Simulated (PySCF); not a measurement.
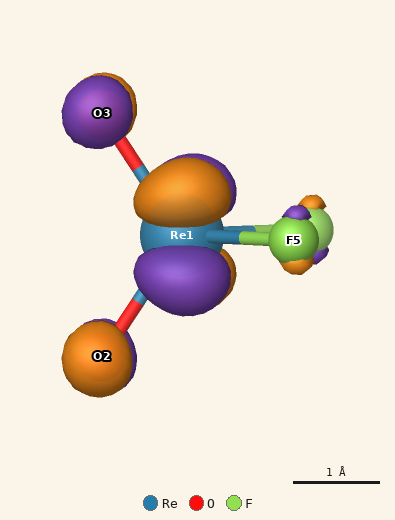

Figure. F2O2Re (Re(O)2(F)2) (doublet). One frontier orbital at ±0.3 Å⁻³ᐟ² (orange and purple are the two phases), seen across its widest extent.

Core potentials replace the inner electrons of Re.

Method: UKS r2SCAN, Re def2-SVP with ECP60, O def2-SVP, F def2-SVP; non-relativistic Hamiltonian with scalar-relativistic core potentials where named; density fitting (PySCF).

The calculation's input:

```
mol = gto.M(atom='''
Re    -0.00000     0.00000     0.16998
O      1.00087     1.00087     1.10199
O     -1.00087    -1.00087     1.10199
F      0.88963    -0.88963    -1.21809
F     -0.88963     0.88963    -1.21809''',
    basis={'Re': 'def2-SVP', 'O': 'def2-SVP', 'F': 'def2-SVP'},
    ecp={'Re': 'def2-SVP'},
    charge=0, spin=1)
mf = dft.UKS(mol, xc='R2SCAN')
mf.grids.atom_grid = (75, 302)  # f atoms: at least (60, 302), unpruned
mf = mf.density_fit()  # Re def2-universal-JKFIT, O def2-universal-JKFIT, F def2-universal-JKFIT
mf.conv_tol = 1e-09; mf.max_cycle = 55
mf.kernel(dm0)
```

Run with:

```sh
OMP_NUM_THREADS=2 python run.py
```

> Which orbital is it: HOMO (α) or LUMO (α)?

The LUMO (α), at −4.72 eV. Its weight (Hirshfeld) is mainly on Re1 (about 55 %), O2 (about 20 %) and O3 (about 20 %).
